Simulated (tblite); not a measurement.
Molecular dynamics, with input and output: CH₅ClSi

System: CH₅ClSi.
Method: GFN2-xTB Langevin dynamics, gas phase (tblite 0.8.0).

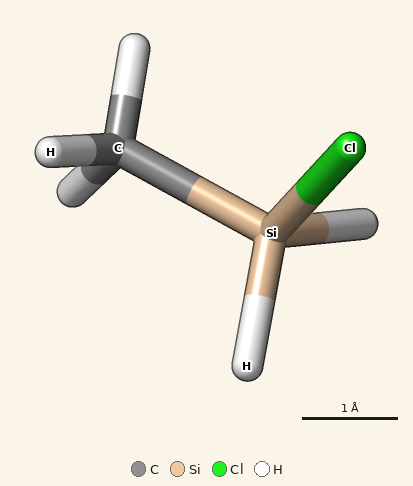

*The structure as given in the input (stick view, seen at a tilt).*

Bond lengths as drawn: Cl–Si 2.02 Å, C–H 1.09 Å, C–Si 1.90 Å and H–Si 1.46 Å.

Summary:

- outcome: finished
- mean temperature over the second half: 417 K
- trajectory: 25 frames kept, 12600 fs
- hardware: 1 CPU thread, shared host
- wall time: 25 s
- peak memory: 0.42 GiB

Input:
```
{"job": {"dt": 1.5, "steps": 8000, "equilibration": 400, "friction": 0.005, "h_mass": 4.0, "temperature": 450, "xc": "GFN2-xTB", "basis": "xTB", "kind": "md"}, "charge": 0, "multiplicity": 1}
C     -1.008861    -0.007221     0.019132
Si     0.882418    -0.127820    -0.023417
Cl     1.651024     1.726873    -0.253446
H     -1.349081     0.617955     0.840954
H     -1.400112     0.422023    -0.899885
H     -1.460182    -0.986957     0.142322
H      1.325198    -0.937240    -1.157164
H      1.395825    -0.669964     1.233243
```

The first line tells a small driver script what to run in tblite; the rest is the geometry in Å.

Launched with:
```bash
OMP_NUM_THREADS=1 python <driver script> task.json out
```

Log:
```
t/fs     T/K   E - E0/eV
     0.0    509.5    -0.0000
   525.0    509.6     0.2345
  1050.0    560.1     0.3531
  1575.0    295.6     0.3252
  2100.0    531.1     0.3462
  2625.0    391.7     0.2679
  3150.0    510.2     0.4199
  3675.0    345.4     0.3061
  4200.0    324.4     0.2618
  4725.0    613.8     0.2705
  5250.0    570.4     0.4458
  5775.0    401.7     0.3559
  6300.0    514.5     0.5873
  6825.0    470.1     0.3427
  7350.0    458.9     0.4355
  7875.0    494.3     0.3824
  8400.0    488.3     0.5890
  8925.0    348.1     0.5114
  9450.0    344.5     0.4237
  9975.0    390.1     0.4490
 10500.0    256.3     0.3448
 11025.0    564.1     0.4322
 11550.0    387.9     0.3907
 12075.0    384.8     0.3154
 12600.0    315.7     0.5460
```

Trajectory as extended XYZ (Å, eV, eV/Å), 25 frames, from step=0 to step=8400:
```
8
Properties=species:S:1:pos:R:3:forces:R:3 step=0 time_fs=0.0 energy=-299.63984 temperature=509.5
C    -1.0089   -0.0072    0.0191   -0.0010   0.0010  -0.0020
Si    0.8824   -0.1278   -0.0234   -0.0010  -0.0010   0.0020
Cl    1.6510    1.7269   -0.2534   -0.0010  -0.0010   0.0000
H    -1.3491    0.6180    0.8410    0.0010  -0.0010   0.0000
H    -1.4001    0.4220   -0.8999    0.0000   0.0010  -0.0010
H    -1.4602   -0.9870    0.1423    0.0010   0.0000   0.0010
H     1.3252   -0.9372   -1.1572    0.0010   0.0010   0.0030
H     1.3958   -0.6700    1.2332    0.0010   0.0000  -0.0030
8
Properties=species:S:1:pos:R:3:forces:R:3 step=350 time_fs=525.0 energy=-299.40529 temperature=509.6
C    -0.0090    0.4293    1.2574    1.1560   0.2710  -0.5790
Si    0.7358    0.0696   -0.5198    0.5320  -0.0940   1.4750
Cl    0.5789    1.5996   -1.7988   -0.0910   0.0620  -0.0780
H    -0.9449   -0.0886    1.2653   -0.5480   0.1260   0.4090
H     0.6294    0.0298    2.0357    0.0920  -0.6060  -0.0770
H    -0.0759    1.4628    1.5930   -0.4820   0.0740  -0.6020
H    -0.0361   -1.1109   -0.8858    0.0550  -0.0170  -0.3730
H     2.2011   -0.2629   -0.3695   -0.7150   0.1830  -0.1760
8
Properties=species:S:1:pos:R:3:forces:R:3 step=700 time_fs=1050.0 energy=-299.28669 temperature=560.1
C     0.2410   -2.7464   -0.2269    0.7350  -1.4090   0.2500
Si    1.8958   -1.7393   -0.0816   -1.0090   0.2290  -2.3120
Cl    1.4300    0.0161   -1.1041   -0.0780  -0.0950   0.1480
H    -0.6134   -2.1490    0.0165   -0.3400   0.5380  -0.3020
H     0.0797   -3.3033   -1.1851    0.2460   0.9160   0.6180
H     0.1912   -3.5517    0.5287    0.3260   0.2300  -0.1520
H     2.9749   -2.1184   -1.0316   -0.2070  -0.3800   0.6570
H     2.2199   -1.1743    1.1692    0.3270  -0.0290   1.0920
8
Properties=species:S:1:pos:R:3:forces:R:3 step=1050 time_fs=1575.0 energy=-299.31466 temperature=295.6
C     1.1591   -3.1189   -1.5012    0.6900   2.2820  -0.1150
Si    2.0631   -2.7937    0.2074    0.6650   0.7250  -2.9660
Cl    1.8716   -0.8435    0.6818    0.0280   0.0070   0.0330
H     0.2291   -2.5391   -1.6382    0.5410  -0.0160   0.1240
H     1.8482   -2.8757   -2.3754   -0.8770  -0.2360   1.1680
H     0.8682   -4.1070   -1.5880   -0.3180  -1.9510  -0.1680
H     3.4314   -3.0904   -0.3177   -0.2000   0.1470   0.6310
H     1.6835   -3.5391    1.3138   -0.5280  -0.9590   1.2920
8
Properties=species:S:1:pos:R:3:forces:R:3 step=1400 time_fs=2100.0 energy=-299.29359 temperature=531.1
C    -0.7082   -3.6966   -0.8312   -0.3920  -0.4230  -0.9290
Si    0.3611   -2.6074    0.3240    0.3960  -0.2840  -1.1880
Cl    0.2796   -0.6323   -0.0159   -0.0800   0.2620  -0.3250
H    -0.5297   -4.7904   -0.7264    0.1010   0.8510   0.1430
H    -1.6820   -3.5089   -0.3897   -0.5340  -0.2420  -0.4900
H    -0.7775   -3.5388   -1.9749    0.2950   0.2270   1.9570
H     1.7032   -3.0764    0.0951    0.5710  -0.0270   0.0310
H     0.0426   -2.6122    1.7096   -0.3570  -0.3640   0.8010
8
Properties=species:S:1:pos:R:3:forces:R:3 step=1750 time_fs=2625.0 energy=-299.37193 temperature=391.7
C    -2.4726   -2.0829   -0.6669    0.8120   0.2200  -1.1730
Si   -1.0627   -1.9580    0.6394    0.4760  -0.7340  -2.5630
Cl    0.5924   -1.2333   -0.3544   -0.3780  -0.2430   0.4030
H    -2.7284   -3.1147   -0.8305   -0.3120  -0.3170   0.0750
H    -3.3314   -1.5304   -0.3626   -0.6500   0.0860   0.4580
H    -2.2795   -1.6823   -1.6975    0.3760  -0.2780   0.9490
H    -0.7902   -3.2422    1.2296    0.1920  -0.3230   0.1510
H    -1.5559   -1.0287    1.5211   -0.5160   1.5880   1.6980
8
Properties=species:S:1:pos:R:3:forces:R:3 step=2100 time_fs=3150.0 energy=-299.21998 temperature=510.2
C    -2.4728   -1.8937   -0.6084    0.0280   0.0590  -2.0530
Si   -1.0231   -2.7777    0.1424   -0.0800   0.7580   0.3770
Cl    0.4501   -1.9466   -0.8472    1.2160   0.1700  -0.4160
H    -3.2536   -2.4471   -1.1396    0.2400  -0.1280   0.4470
H    -2.8797   -1.3801    0.1995   -1.1710   1.0980   0.9180
H    -2.0891   -1.1736   -1.3636   -0.3740  -0.2000   0.5600
H    -1.1462   -4.1536    0.1354   -0.0010  -2.1010  -0.3620
H    -0.9171   -2.4982    1.5517    0.1430   0.3430   0.5280
8
Properties=species:S:1:pos:R:3:forces:R:3 step=2450 time_fs=3675.0 energy=-299.33370 temperature=345.4
C    -1.1671   -2.4500   -2.0301    0.1260  -1.9720  -2.4000
Si    0.0867   -3.1932   -0.8682    1.0440   0.0290  -0.3480
Cl    1.6714   -3.8056   -2.0618   -0.5450   0.0410   0.4870
H    -1.6772   -3.2711   -2.6719    0.8470   0.9700   0.9180
H    -1.9777   -2.0485   -1.4897   -0.4830   1.1840   0.1440
H    -0.6080   -1.8623   -2.7937   -0.9850   0.2340   0.8210
H    -0.5262   -4.1974   -0.0574   -0.1360  -0.6960   0.2730
H     0.6430   -2.2024    0.0346    0.1320   0.2100   0.1040
8
Properties=species:S:1:pos:R:3:forces:R:3 step=2800 time_fs=4200.0 energy=-299.37808 temperature=324.4
C    -0.1807   -3.9514   -2.6661    1.1530  -0.2300   0.9180
Si    1.3621   -4.4558   -1.5788   -2.0580   0.0400   0.8790
Cl    3.0237   -3.9059   -2.4043    1.3790   0.4090  -0.6190
H    -0.2695   -4.5533   -3.5632   -0.2070  -0.0630   0.1600
H    -0.9575   -4.1449   -1.9384   -0.6330   0.0120  -0.5190
H    -0.2046   -2.9053   -2.9546    0.0430  -0.0420   0.1000
H     1.3149   -5.9405   -1.4372    0.0890   0.5490   0.0700
H     1.1787   -3.7068   -0.2298    0.2350  -0.6760  -0.9890
8
Properties=species:S:1:pos:R:3:forces:R:3 step=3150 time_fs=4725.0 energy=-299.36931 temperature=613.8
C     2.2289   -3.9407   -1.5669   -0.4920   0.7350   0.1770
Si    1.8962   -5.5038   -2.5194   -0.9010   0.5940  -2.0590
Cl    3.3308   -5.4880   -3.9804   -0.1070  -0.1650   0.2020
H     2.2565   -2.9814   -2.1511   -0.0520  -1.1130   0.5490
H     1.5560   -3.8430   -0.7170   -0.1160   0.2430  -0.1710
H     3.1782   -4.1498   -1.1486    1.2240   0.4720   0.5490
H     0.6079   -5.2889   -3.2384    0.2400  -0.1220   0.1360
H     1.8042   -6.8096   -1.9711    0.2050  -0.6440   0.6160
8
Properties=species:S:1:pos:R:3:forces:R:3 step=3500 time_fs=5250.0 energy=-299.19408 temperature=570.4
C     2.1182   -3.9433   -1.3252    0.0980  -0.9430  -0.1450
Si    0.7036   -5.2847   -1.6145    0.7890   0.7900  -1.3020
Cl    0.9412   -6.2255   -3.4767    0.1960   0.0380   0.6900
H     2.9135   -3.8627   -2.0748   -0.4650  -0.3540  -0.2380
H     1.6306   -2.9664   -1.3477    0.3830  -0.1650   0.7700
H     2.7016   -4.2391   -0.4169   -0.9030   0.8810  -0.3910
H    -0.5385   -4.5976   -2.0776    0.2710  -0.2150   0.7850
H     0.8836   -6.2190   -0.5035   -0.3700  -0.0320  -0.1710
8
Properties=species:S:1:pos:R:3:forces:R:3 step=3850 time_fs=5775.0 energy=-299.28391 temperature=401.7
C     2.2506   -4.7182   -2.4169    1.8390   0.5880  -3.0520
Si    1.4320   -5.9715   -1.3963   -1.3910  -1.8070   0.2340
Cl    0.7292   -7.4681   -2.6535    0.1400   0.4410   0.4660
H     3.0446   -5.0394   -3.2344   -1.3290   0.4300   1.8860
H     1.5362   -4.1380   -2.9979   -0.1330  -0.0230  -0.0020
H     2.6793   -4.0412   -1.7206    0.8130   0.7190   0.2030
H     0.3054   -5.2049   -0.8312    0.0360  -0.3700   0.1570
H     2.2793   -6.6444   -0.4251    0.0240   0.0210   0.1090
8
Properties=species:S:1:pos:R:3:forces:R:3 step=4200 time_fs=6300.0 energy=-299.05253 temperature=514.5
C     1.4422   -6.2508   -4.2379   -0.7450   0.0140  -1.4420
Si    0.6222   -6.8372   -2.7214   -1.6290   0.8010   2.2830
Cl    0.5019   -8.7851   -2.4640    0.0840  -0.7450  -0.0630
H     1.6383   -6.9364   -5.0454   -0.4660  -0.3400  -0.2360
H     0.9906   -5.3471   -4.5917   -1.0820   0.1710  -0.6170
H     2.3486   -5.8443   -4.0302    3.2010   0.7290   1.0840
H    -0.7311   -6.2471   -2.5270   -0.0980  -0.3330  -0.6720
H     1.0298   -6.2192   -1.4270    0.7350  -0.2980  -0.3370
8
Properties=species:S:1:pos:R:3:forces:R:3 step=4550 time_fs=6825.0 energy=-299.29711 temperature=470.1
C     1.0835   -8.6594   -5.6724   -1.5910  -1.3790  -1.1720
Si   -0.3887   -7.5091   -5.2610    2.4010   0.7460  -0.9410
Cl   -1.4655   -8.0485   -3.7818   -1.2010  -0.8500   2.0290
H     0.8106   -9.7714   -5.6734    0.2830   1.5040  -0.2320
H     1.5498   -8.3874   -6.6209   -0.3980  -0.2390  -0.0830
H     1.8493   -8.5519   -4.9840    1.2810   0.1960   1.5610
H    -1.3398   -7.2599   -6.2663   -0.6800   0.0750  -1.2020
H     0.2713   -6.2240   -4.9557   -0.0960  -0.0540   0.0410
8
Properties=species:S:1:pos:R:3:forces:R:3 step=4900 time_fs=7350.0 energy=-299.20436 temperature=458.9
C     1.6961   -8.1211   -5.3206    1.0810  -0.8640   0.1910
Si   -0.1660   -8.1388   -5.3235    0.0370  -1.8060  -2.9930
Cl   -1.1400   -9.8839   -4.8591    0.4450   0.0050  -0.0590
H     1.9840   -8.2961   -4.2733    0.3940   0.5110  -0.2890
H     2.1252   -9.0267   -5.8465   -0.4610   1.1650   0.2250
H     2.1260   -7.1778   -5.7372   -0.2970  -1.0040   0.5320
H    -0.5243   -7.8736   -6.7704    0.0830  -0.1410   0.5460
H    -0.9338   -7.3107   -4.5774   -1.2820   2.1340   1.8480
8
Properties=species:S:1:pos:R:3:forces:R:3 step=5250 time_fs=7875.0 energy=-299.25741 temperature=494.3
C    -0.1215   -6.8362   -3.7158    0.0530  -0.3540   0.3440
Si   -1.3280   -8.2672   -4.1218    1.8630   0.5090  -1.2850
Cl   -0.3362  -10.0217   -4.6127   -0.1850   0.5900  -0.0150
H     0.6658   -7.0273   -3.0350    0.9540  -1.1580   0.7880
H     0.4309   -6.5340   -4.5966   -0.4860   0.5070  -0.2570
H    -0.5817   -6.0429   -3.1467   -0.6340   0.5730  -0.7450
H    -1.9546   -7.6383   -5.2724   -0.3750  -0.2930  -0.2390
H    -2.1351   -8.7372   -3.1011   -1.1900  -0.3740   1.4080
8
Properties=species:S:1:pos:R:3:forces:R:3 step=5600 time_fs=8400.0 energy=-299.05088 temperature=488.3
C    -0.0439   -6.9049   -4.5719    0.1920  -1.5280   0.7560
Si   -1.1347   -8.3446   -3.7384    3.2460   0.5610   0.5410
Cl   -1.2618   -9.5989   -5.2424    0.1610  -1.2950  -0.7960
H     1.0073   -7.2316   -4.5783   -0.2020   0.4710   0.3410
H    -0.3176   -6.9985   -5.6153   -0.2440   0.7110  -0.1300
H    -0.1571   -5.9034   -4.1405    0.0790  -0.5540  -0.3950
H    -2.3602   -7.7887   -3.8517   -3.1130   1.3190   0.3970
H    -0.7335   -8.9494   -2.4270   -0.1190   0.3160  -0.7140
8
Properties=species:S:1:pos:R:3:forces:R:3 step=5950 time_fs=8925.0 energy=-299.12847 temperature=348.1
C     0.2415   -5.6697   -5.2086    1.9150  -1.7460   2.5340
Si   -0.6251   -6.8854   -3.9760   -1.2200   0.2830  -0.0980
Cl    0.3650   -8.6550   -3.8909   -0.0900   0.0890  -0.0650
H     0.6089   -4.8450   -4.5606   -0.0950  -0.2830  -1.0780
H     1.1157   -6.2915   -5.5762   -0.7840   1.2200   0.0860
H    -0.3781   -5.3822   -5.9906   -0.6770   0.6800  -1.0650
H    -2.0069   -7.0917   -4.7430    1.1030   0.0040   1.0690
H    -0.6390   -6.4513   -2.4753   -0.1530  -0.2480  -1.3850
8
Properties=species:S:1:pos:R:3:forces:R:3 step=6300 time_fs=9450.0 energy=-299.21616 temperature=344.5
C     0.1560   -5.7224   -5.7915    0.2370   0.1120  -0.7340
Si    0.4366   -7.0937   -4.4389    0.9250   1.3580  -0.9010
Cl    2.1705   -8.0925   -4.5596    0.4110  -0.1990  -0.4710
H    -0.3474   -4.8879   -5.3199    0.1540   0.2220   0.3060
H     1.1014   -5.3342   -6.2507   -0.5990  -0.4040   0.6820
H    -0.4973   -5.9013   -6.6784    0.4530  -0.6460   0.7840
H    -0.5506   -8.0498   -4.2649   -1.5790  -1.3450  -0.3210
H     0.5900   -6.6836   -3.0760   -0.0020   0.9020   0.6550
8
Properties=species:S:1:pos:R:3:forces:R:3 step=6650 time_fs=9975.0 energy=-299.19085 temperature=390.1
C    -0.4124   -5.2597   -3.4151    0.7360   2.1060   2.4970
Si    0.3266   -7.0254   -3.1401    0.5100   1.1100  -0.3020
Cl   -0.3164   -8.3301   -4.5000   -0.2990  -0.2960  -0.5640
H    -0.7548   -4.6709   -2.4001    0.8060  -1.7260  -2.0000
H     0.2150   -4.4665   -3.8854    0.0150  -0.9740   0.2260
H    -1.2796   -5.2810   -3.9995   -1.2710  -0.2880  -0.7760
H    -0.2458   -7.5366   -1.9284    0.0220  -0.1260   0.6090
H     1.8055   -7.0963   -3.3354   -0.5200   0.1950   0.3100
8
Properties=species:S:1:pos:R:3:forces:R:3 step=7000 time_fs=10500.0 energy=-299.29502 temperature=256.3
C    -3.1766   -7.2182   -2.7807   -2.5810   2.6230   0.0830
Si   -1.6144   -8.1748   -3.0860   -0.5060   0.0860  -1.5010
Cl   -1.3343   -8.5275   -5.0956   -0.1180   0.0440   0.5890
H    -3.0550   -6.3886   -2.0085    0.2310  -0.9600  -0.9210
H    -3.6630   -6.6630   -3.6700    1.1700  -0.8070   0.9520
H    -4.0629   -7.7418   -2.3883    0.6310  -0.4180  -0.1030
H    -1.7278   -9.3660   -2.3525    0.0060  -1.3020   0.5510
H    -0.5295   -7.4078   -2.6368    1.1660   0.7330   0.3510
8
Properties=species:S:1:pos:R:3:forces:R:3 step=7350 time_fs=11025.0 energy=-299.20763 temperature=564.1
C    -4.3101   -8.4842   -4.3412   -1.3580   1.1300  -1.0970
Si   -2.7924   -8.7165   -3.3013    0.1480  -0.0710   0.5460
Cl   -1.9137  -10.4018   -3.7530    0.7050  -1.3650  -0.5770
H    -4.8198   -9.3788   -4.6731    0.3370  -0.5480   0.0750
H    -5.0105   -8.0472   -3.6277   -0.2180   0.3350  -0.2640
H    -4.3291   -7.8428   -5.2554    0.4590  -0.2560   0.8290
H    -3.4100   -9.0231   -2.0331   -0.1140   0.0770   0.6840
H    -1.6484   -7.8733   -3.0746    0.0400   0.6980  -0.1970
8
Properties=species:S:1:pos:R:3:forces:R:3 step=7700 time_fs=11550.0 energy=-299.24911 temperature=387.9
C    -3.3987  -10.1671   -5.4943   -2.1470   0.8490  -0.5930
Si   -3.9320  -10.0619   -3.6636   -1.9150  -0.5340  -0.7570
Cl   -2.3949  -10.4528   -2.5284    1.0720  -0.1080   0.7340
H    -2.7617  -10.9923   -5.5655    1.1730  -0.9880  -0.3110
H    -4.2447  -10.3871   -6.3043    1.6810   0.9890   1.7960
H    -2.8508   -9.2250   -5.6461   -0.2830  -0.5410  -0.7440
H    -4.8785  -11.2123   -3.4430    0.2570   0.5610   0.0010
H    -4.5436   -8.7788   -3.2728    0.1630  -0.2290  -0.1260
8
Properties=species:S:1:pos:R:3:forces:R:3 step=8050 time_fs=12075.0 energy=-299.32439 temperature=384.8
C    -3.6048  -11.2751   -3.8567   -2.0700  -0.9160  -0.2000
Si   -4.4189  -10.3465   -2.4338    0.6830   0.2810   0.7130
Cl   -2.7820   -9.4245   -1.5676   -0.4950  -0.0670  -0.0380
H    -3.2353  -10.5398   -4.5228    1.4800   0.3830  -0.3200
H    -2.9637  -12.1275   -3.5406   -0.4170   0.9300  -0.7310
H    -4.4794  -11.5917   -4.4920    0.7770  -0.7000   0.6640
H    -5.0510  -11.1621   -1.3924    0.0420   0.0310  -0.1440
H    -5.3508   -9.3503   -2.9533    0.0000   0.0580   0.0550
8
Properties=species:S:1:pos:R:3:forces:R:3 step=8400 time_fs=12600.0 energy=-299.09383 temperature=315.7
C    -2.6458  -10.4930   -2.8530   -3.9660   0.9220  -1.4570
Si   -2.8098   -9.0935   -1.5678    0.1640  -0.0720  -0.5340
Cl   -1.9900   -7.4985   -2.5323    0.0770  -0.0900   0.2320
H    -3.7458  -10.6050   -3.3731    1.8020   0.2640   1.3950
H    -2.1584  -10.2052   -3.7480    1.2130   0.2700  -0.4000
H    -2.4598  -11.4864   -2.6000    0.7000  -1.1490   0.7510
H    -2.3095   -9.3663   -0.2422    0.5900  -0.1620   0.1970
H    -4.1395   -8.6402   -1.2363   -0.5800   0.0160  -0.1830
```

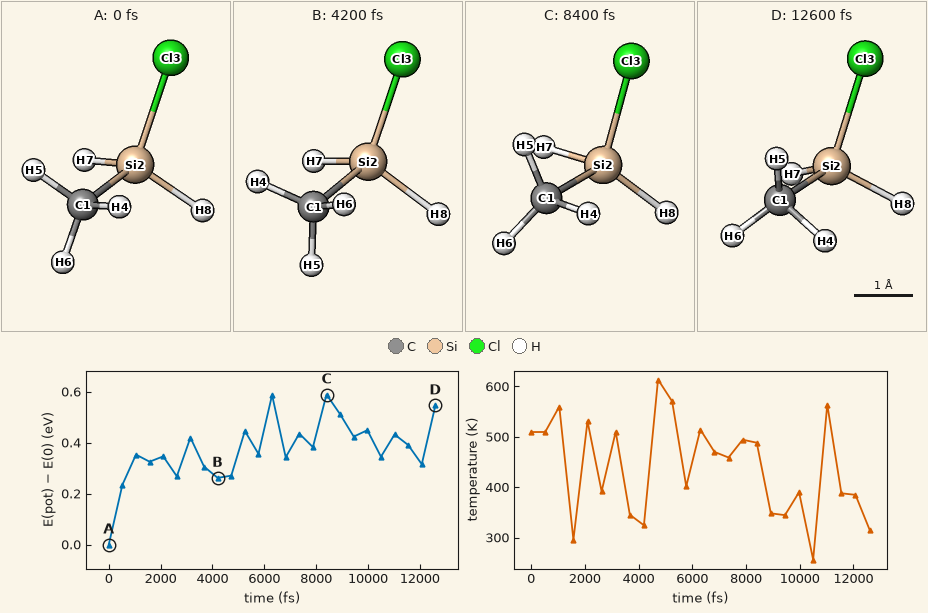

*Frames of the molecular dynamics (ball-and-stick, seen at a tilt) above the curves, on which the letters mark them.*

The trajectory kept here has 25 frames over 12600 fs. The temperature starts at 510 K, ranges from 256 to 614 K and averages 417 K over the second half. The potential energy ends 0.546 eV above its first value. After an unweighted best fit of the last frame on the first, the root-mean-square displacement is 0.46 Å.
